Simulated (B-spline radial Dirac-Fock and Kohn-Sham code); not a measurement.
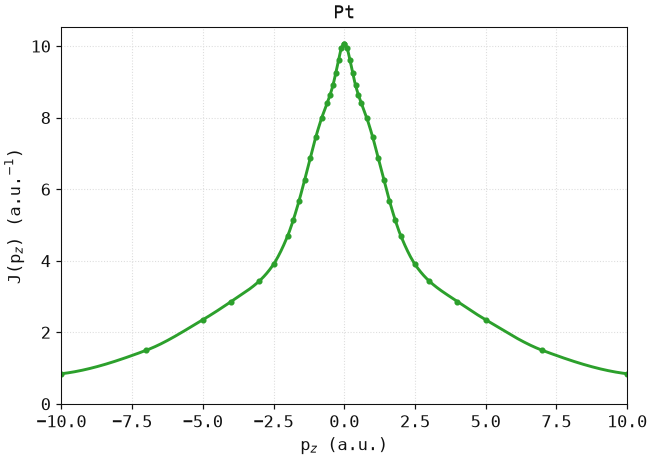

Figure. The total Compton profile J(pz). Species: neutral platinum in the configuration [Xe] 4f14 5d9 6s1. Level of theory: the impulse approximation on the Dirac–Fock momentum density (average of configuration); calculated with a radial B-spline solver.

Describe what the figure shows.

J(0) = 10.1 a.u.⁻¹; the profile falls to half at pz ≈ 1.9 a.u. and is 4.69 at 2 a.u. and 2.86 at 4 a.u. Its area over all pz is the number of electrons, 78.
